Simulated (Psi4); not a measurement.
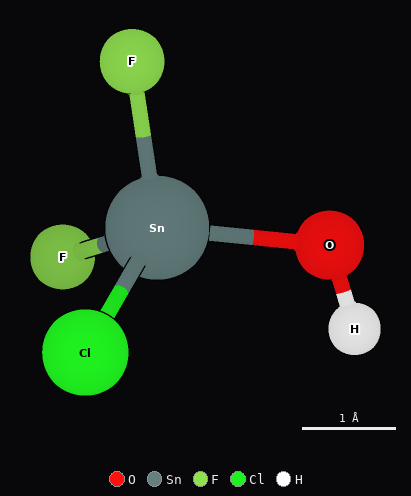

Figure 1. The structure (ball-and-stick view, seen at a tilt). Sticks mark near contacts. Bond lengths as drawn: Cl–Sn 2.28 Å, F–Sn 1.88 to 1.89 Å, H–O 0.96 Å and O–Sn 1.92 Å.

# SnHClOF2 (charge +1): single-point calculation

The run: single-point calculation of SnHClOF2, charge +1, multiplicity 2. Method and program: wB97M-V/def2-SVP, UKS, core potentials def2 (Psi4 1.11).

The geometry is that of the parent species in another charge or spin state. The geometry comes from this level: PBE0-D4/def2-TZVP.

Output
```
=> Loading Basis Set <=

    Name: DEF2-SVP
    Role: ORBITAL
    Keyword: BASIS

    !!!  WARNING: ECP capability is in beta. Please check occupations closely.  !!!

         ---------------------------------------------------------
                                   SCF
                              UKS Reference
                        1 Threads,   1525 MiB Core
         ---------------------------------------------------------

  ==> Geometry <==

    Molecular point group: c1
    Full point group: C1

    Geometry (in Angstrom), charge = 1, multiplicity = 2:

       Center              X                  Y                   Z               Mass
    ------------   -----------------  -----------------  -----------------  -----------------
         O           -0.733584908917     0.323643666394     1.876136479433    15.994914619570
         SN          -0.017184908917    -0.135956333606     0.152336479433   119.902201630000
         F            1.712915091083    -0.816756333606     0.456536479433    18.998403162730
         F           -1.012884908917    -1.547356333606    -0.619863520567    18.998403162730
         CL           0.059815091083     1.580343666394    -1.344563520567    34.968852682000
         H           -1.584584908917     0.770343666394     1.832336479433     1.007825032230

  Running in c1 symmetry.

  Rotational constants: A =      0.09630  B =      0.05917  C =      0.05874 [cm^-1]
  Rotational constants: A =   2887.01225  B =   1774.00185  C =   1760.94883 [MHz]
  Nuclear repulsion =  367.174479905221006

  Charge       = 1
  Multiplicity = 2
  Electrons    = 65
  Nalpha       = 33
  Nbeta        = 32

  ==> Algorithm <==

  SCF Algorithm Type is PK.
  DIIS enabled.
  MOM disabled.
  Fractional occupation disabled.
  Guess Type is SAD.
  Energy threshold   = 1.00e-06
  Density threshold  = 1.00e-06
  Integral threshold = 1.00e-12

  ==> Primary Basis <==

  Basis Set: DEF2-SVP
    Blend: DEF2-SVP
    Number of shells: 39
    Number of basis functions: 91
    Number of Cartesian functions: 97
    Spherical Harmonics?: true
    Max angular momentum: 2

  Core potential: DEF2-SVP
    Number of shells: 4
    Number of ECP primitives: 18
    Number of ECP core electrons: 28
    Max angular momentum: 3

  ==> DFT Potential <==

   => LibXC <=

    Version 7.1.2

   => Composite Functional: WB97M-V <=

    wB97M-V Hyb-GGA Exchange-Correlation Functional

    Deriv               =              1
    GGA                 =           TRUE
    Meta                =           TRUE

    Exchange Hybrid     =           TRUE
    MP2 Hybrid          =          FALSE

   => Exchange-Correlation Functionals <=

    1.0000   wB97M-V exchange-correlation functional

   => Exact (HF) Exchange <=

    0.8500            HF,LR [omega = 0.3000]
    0.1500               HF

   => LibXC Density Thresholds  <==

    XC_HYB_MGGA_XC_WB97M_V:  1.00E-13

   => VV10 Non-Local Parameters <=

    VV10 B              =     6.0000E+00
    VV10 C              =     1.0000E-02

   => Molecular Quadrature <=

    Radial Scheme          =       TREUTLER
    Pruning Scheme         =           NONE
    Nuclear Scheme         =       TREUTLER

    Blocking Scheme        =         OCTREE
    BS radius alpha        =              1
    Pruning alpha          =              1
    Radial Points          =             99
    Spherical Points       =            590
    Total Points           =         333175
    Total Blocks           =           2480
    Max Points             =            256
    Max Functions          =             87
    Weights Tolerance      =       1.00E-15

  ==> Integral Setup <==

  Using in-core PK algorithm.
   Calculation information:
      Number of atoms:                   6
      Number of AO shells:              39
      Number of primitives:             82
      Number of atomic orbitals:        97
      Number of basis functions:        91

      Integral cutoff                 1.00e-12
      Number of threads:                 1

  Performing in-core PK
  Using 26290173 doubles for integral storage.
  We computed 243267 shell quartets total.
  Whereas there are 304590 unique shell quartets.

  Computing range-separated integrals for PK
  We computed 243267 wK shell quartets total.
  Whereas there are 304590 wK unique shell quartets.

  ==> DiskJK: Disk-Based J/K Matrices <==

    J tasked:                  Yes
    K tasked:                  Yes
    wK tasked:                 Yes
    Omega:               3.000E-01
    Memory [MiB]:              523
    Schwarz Cutoff:          1E-12

  Cached 33.3% of DFT collocation blocks in 0.475 [GiB].

  Minimum eigenvalue in the overlap matrix is 2.8406553247E-02.
  Reciprocal condition number of the overlap matrix is 7.3087113814E-03.
    Using symmetric orthogonalization.

  ==> Pre-Iterations <==

  SCF Guess: Superposition of Atomic Densities via on-the-fly atomic UHF (no occupation information).

   -------------------------
    Irrep   Nso     Nmo
   -------------------------
     A         91      91
   -------------------------
    Total      91      91
   -------------------------

  ==> Iterations <==

                        Total Energy        Delta E     RMS |[F,P]|

   @UKS iter SAD:  -947.32261185680329   -9.47323e+02   0.00000e+00
   @UKS iter   1:  -948.80803917339233   -1.48543e+00   9.37188e-03 ADIIS/DIIS
   @UKS iter   2:  -948.02995267178005    7.78087e-01   1.72028e-02 ADIIS/DIIS
   @UKS iter   3:  -949.08875790124193   -1.05881e+00   3.31090e-03 ADIIS/DIIS
   @UKS iter   4:  -949.12758351773255   -3.88256e-02   9.55025e-04 ADIIS/DIIS
   @UKS iter   5:  -949.13256233826041   -4.97882e-03   3.38428e-04 ADIIS/DIIS
   @UKS iter   6:  -949.13330427817084   -7.41940e-04   1.04456e-04 ADIIS/DIIS
   @UKS iter   7:  -949.13349716011385   -1.92882e-04   6.55055e-05 DIIS
   @UKS iter   8:  -949.13362860923758   -1.31449e-04   4.82285e-05 DIIS
   @UKS iter   9:  -949.13375316433167   -1.24555e-04   4.50679e-05 DIIS
   @UKS iter  10:  -949.13384810453420   -9.49402e-05   4.42109e-05 DIIS
   @UKS iter  11:  -949.13400154942144   -1.53445e-04   4.45218e-05 DIIS
   @UKS iter  12:  -949.13409736319534   -9.58138e-05   4.36312e-05 DIIS
   @UKS iter  13:  -949.13424514905057   -1.47786e-04   3.98280e-05 DIIS
   @UKS iter  14:  -949.13423492790366    1.02211e-05   4.02146e-05 DIIS
   @UKS iter  15:  -949.13430142447021   -6.64966e-05   4.10878e-05 DIIS
   @UKS iter  16:  -949.13414656613884    1.54858e-04   4.68212e-05 DIIS
   @UKS iter  17:  -949.13386638959810    2.80177e-04   5.25779e-05 DIIS
   @UKS iter  18:  -949.13348593629087    3.80453e-04   8.97214e-05 DIIS
   @UKS iter  19:  -949.13370287698910   -2.16941e-04   7.93155e-05 DIIS
   @UKS iter  20:  -949.13372390841494   -2.10314e-05   9.29153e-05 DIIS
   @UKS iter  21:  -949.13326242142682    4.61487e-04   1.26579e-04 ADIIS/DIIS
   @UKS iter  22:  -949.13318080484896    8.16166e-05   1.42850e-04 ADIIS/DIIS
   @UKS iter  23:  -949.13299760486746    1.83200e-04   2.10054e-04 ADIIS/DIIS
   @UKS iter  24:  -949.13319296577686   -1.95361e-04   7.91547e-05 DIIS
   @UKS iter  25:  -949.13313995448243    5.30113e-05   6.70900e-05 DIIS
   @UKS iter  26:  -949.13314765423684   -7.69975e-06   4.03806e-05 DIIS
   @UKS iter  27:  -949.13315751407504   -9.85984e-06   6.94094e-06 DIIS
   @UKS iter  28:  -949.13315428952501    3.22455e-06   9.76466e-06 DIIS
   @UKS iter  29:  -949.13315668667997   -2.39715e-06   2.54734e-06 DIIS
   @UKS iter  30:  -949.13315758437523   -8.97695e-07   1.42634e-05 DIIS
   @UKS iter  31:  -949.13315831780244   -7.33427e-07   2.26808e-06 DIIS
   @UKS iter  32:  -949.13315920436764   -8.86565e-07   3.28030e-06 DIIS
   @UKS iter  33:  -949.13315985369638   -6.49329e-07   2.19720e-06 DIIS
   @UKS iter  34:  -949.13316052244431   -6.68748e-07   2.44425e-06 DIIS
   @UKS iter  35:  -949.13316292245770   -2.40001e-06   1.37707e-06 DIIS
   @UKS iter  36:  -949.13316467250422   -1.75005e-06   1.69331e-06 DIIS
   @UKS iter  37:  -949.13316481495622   -1.42452e-07   4.43724e-07 DIIS
  Energy and wave function converged.

  ==> Post-Iterations <==

   Electrons on quadrature grid:
      Nalpha   =   33.0000029945 ; deviation = 2.994e-06
      Nbeta    =   32.0000029449 ; deviation = 2.945e-06
      Ntotal   =   65.0000059393 ; deviation = 5.939e-06

   @Spin Contamination Metric:   2.592540469E-03
   @S^2 Expected:                7.500000000E-01
   @S^2 Observed:                7.525925405E-01
   @S   Expected:                5.000000000E-01
   @S   Observed:                5.000000000E-01

    Orbital Energies [Eh]
    ---------------------

    Alpha Occupied:

       1A   -102.251253     2A    -25.100439     3A    -25.095672
       4A    -19.587090     5A    -10.049282     6A     -7.770539
       7A     -7.753453     8A     -7.747526     9A     -5.567831
      10A     -3.904194    11A     -3.898068    12A     -3.896402
      13A     -1.516703    14A     -1.504639    15A     -1.475373
      16A     -1.458003    17A     -1.456119    18A     -1.434074
      19A     -1.397064    20A     -1.320143    21A     -1.307289
      22A     -0.909710    23A     -0.835349    24A     -0.829866
      25A     -0.795660    26A     -0.771629    27A     -0.746622
      28A     -0.721949    29A     -0.717523    30A     -0.709825
      31A     -0.702543    32A     -0.678010    33A     -0.656040

    Alpha Virtual:

      34A     -0.254243    35A     -0.130522    36A     -0.110595
      37A     -0.078896    38A     -0.038274    39A      0.019512
      40A      0.111049    41A      0.112882    42A      0.123054
      43A      0.208951    44A      0.229905    45A      0.298258
      46A      0.369233    47A      0.386188    48A      0.401498
      49A      0.499202    50A      0.504907    51A      0.524950
      52A      0.548147    53A      0.581713    54A      0.642818
      55A      0.695803    56A      0.724934    57A      0.895453
      58A      0.914220    59A      0.989826    60A      0.995260
      61A      1.105601    62A      1.124484    63A      1.174970
      64A      1.200232    65A      1.208293    66A      1.270494
      67A      1.287284    68A      1.355325    69A      1.522831
      70A      1.596285    71A      1.609641    72A      2.106595
      73A      2.537376    74A      2.635993    75A      2.833138
      76A      2.842491    77A      2.976587    78A      2.998252
      79A      3.001439    80A      3.003007    81A      3.013526
      82A      3.035510    83A      3.047935    84A      3.067447
      85A      3.124378    86A      3.139040    87A      3.574162
      88A     15.107911    89A     15.233245    90A     15.373141
      91A     51.889190

    Beta Occupied:

       1A   -102.244294     2A    -25.099502     3A    -25.095242
       4A    -19.585834     5A    -10.043207     6A     -7.748879
       7A     -7.747875     8A     -7.743019     9A     -5.567816
      10A     -3.904162    11A     -3.898013    12A     -3.896413
      13A     -1.515801    14A     -1.503885    15A     -1.474390
      16A     -1.457879    17A     -1.456150    18A     -1.432280
      19A     -1.396134    20A     -1.311101    21A     -1.269762
      22A     -0.902006    23A     -0.824915    24A     -0.783256
      25A     -0.764072    26A     -0.747554    27A     -0.719608
      28A     -0.712382    29A     -0.707087    30A     -0.701678
      31A     -0.673900    32A     -0.647001

    Beta Virtual:

      33A     -0.487078    34A     -0.248742    35A     -0.123081
      36A     -0.108387    37A     -0.076927    38A     -0.036772
      39A      0.021163    40A      0.111936    41A      0.114380
      42A      0.123403    43A      0.218115    44A      0.232815
      45A      0.307036    46A      0.379826    47A      0.394937
      48A      0.420992    49A      0.524383    50A      0.553510
      51A      0.556214    52A      0.582399    53A      0.596765
      54A      0.655618    55A      0.732651    56A      0.735851
      57A      0.899877    58A      0.917137    59A      0.990786
      60A      1.007860    61A      1.106726    62A      1.126937
      63A      1.176201    64A      1.201575    65A      1.210282
      66A      1.273567    67A      1.288161    68A      1.355986
      69A      1.523590    70A      1.597085    71A      1.610868
      72A      2.107549    73A      2.541025    74A      2.639524
      75A      2.835220    76A      2.845036    77A      2.977904
      78A      2.999281    79A      3.003383    80A      3.004444
      81A      3.014728    82A      3.036539    83A      3.049717
      84A      3.068949    85A      3.126069    86A      3.140027
      87A      3.576148    88A     15.107941    89A     15.233208
      90A     15.373094    91A     51.889157

    Final Occupation by Irrep:
              A
    DOCC [    32 ]
    SOCC [     1 ]
    NA   [    33 ]
    NB   [    32 ]

  @UKS Final Energy:  -949.13316481495622

   => Energetics <=

    Nuclear Repulsion Energy =            367.1744799052210055
    One-Electron Energy =               -2109.6985604524024893
    Two-Electron Energy =                 849.3699252223684653
    DFT Exchange-Correlation Energy =     -56.2408139518494110
    Empirical Dispersion Energy =           0.0000000000000000
    VV10 Nonlocal Energy =                  0.2618044617062425
    Total Energy =                       -949.1331648149562170

  UHF NO Occupations:
  HONO-2 :   31  A 1.9995206
  HONO-1 :   32  A 1.9994643
  HONO-0 :   33  A 1.0000000
  LUNO+0 :   34  A 0.0005357
  LUNO+1 :   35  A 0.0004794
  LUNO+2 :   36  A 0.0001809
  LUNO+3 :   37  A 0.0000497

Computation Completed

Properties will be evaluated at   0.000000,   0.000000,   0.000000 [a0]

Properties computed using the SCF density matrix

 Multipole Moments:

 ------------------------------------------------------------------------------------
     Multipole            Electronic (a.u.)      Nuclear  (a.u.)        Total (a.u.)
 ------------------------------------------------------------------------------------

 L = 1.  Multiply by 2.5417464519 to convert [e a0] to [Debye]
 Dipole X            :          0.2351642           -0.9717047           -0.7365406
 Dipole Y            :         -8.7403128           11.2576314            2.5173186
 Dipole Z            :          6.6848557           -7.8134362           -1.1285805
 Magnitude           :                                                    2.8553597

 ------------------------------------------------------------------------------------

	total time  =        211 seconds =       3.52 minutes
```

Standard output
```
wb97m-v/def2-SVP energy: -949.1331648150 Eh
CURRENT ENERGY                                   -949.1331648150
CURRENT REFERENCE ENERGY                         -949.1331648150
DD SOLVATION ENERGY                                 0.0000000000
DFT FUNCTIONAL TOTAL ENERGY                      -949.1331648150
DFT TOTAL ENERGY                                 -949.1331648150
DFT VV10 ENERGY                                     0.2618044617
DFT XC ENERGY                                     -56.2408139518
GRID ELECTRONS ALPHA                               33.0000029945
GRID ELECTRONS BETA                                32.0000029449
GRID ELECTRONS TOTAL                               65.0000059393
NUCLEAR REPULSION ENERGY                          367.1744799052
ONE-ELECTRON ENERGY                             -2109.6985604524
PCM POLARIZATION ENERGY                             0.0000000000
PE ENERGY                                           0.0000000000
SCF ITERATION ENERGY                             -949.1331648150
SCF ITERATIONS                                     37.0000000000
SCF TOTAL ENERGY                                 -949.1331648150
TWO-ELECTRON ENERGY                               849.3699252224
XC GRID RADIAL POINTS                              99.0000000000
XC GRID SPHERICAL POINTS                          590.0000000000
XC GRID TOTAL POINTS                           333175.0000000000
```

This output came from the following input.

The input (run.py)
```python
import psi4

psi4.set_memory(1600000000)
psi4.set_num_threads(1)
psi4.core.set_output_file('clf2hosn.out', False)

mol = psi4.geometry("""
1 2
O     -0.464000     0.283900     1.476300
Sn     0.252400    -0.175700    -0.247500
F      1.982500    -0.856500     0.056700
F     -0.743300    -1.587100    -1.019700
Cl     0.329400     1.540600    -1.744400
H     -1.315000     0.730600     1.432500
symmetry c1
""")

psi4.set_options(dict(reference='uks', puream=True, scf_type='pk', dft_radial_points=99, dft_spherical_points=590, maxiter=100))

e, wfn = psi4.energy("wb97m-v/def2-SVP", return_wfn=True)
print(f'wb97m-v/def2-SVP energy: {e:.10f} Eh')
for k, v in sorted(psi4.core.scalar_variables().items()):
    print(f'{k:45s} {v:18.10f}')
```

Launch command:
```bash
python run.py
```

Key numbers

- outcome: converged
- total energy: −949.133165 hartree
- basis functions: 91
- ⟨S²⟩: 0.753
- hardware: 1 thread of Intel Xeon (Granite Rapids), 64 GiB of memory available, shared host
- wall time: 3.5 min
- peak memory: 0.92 GiB
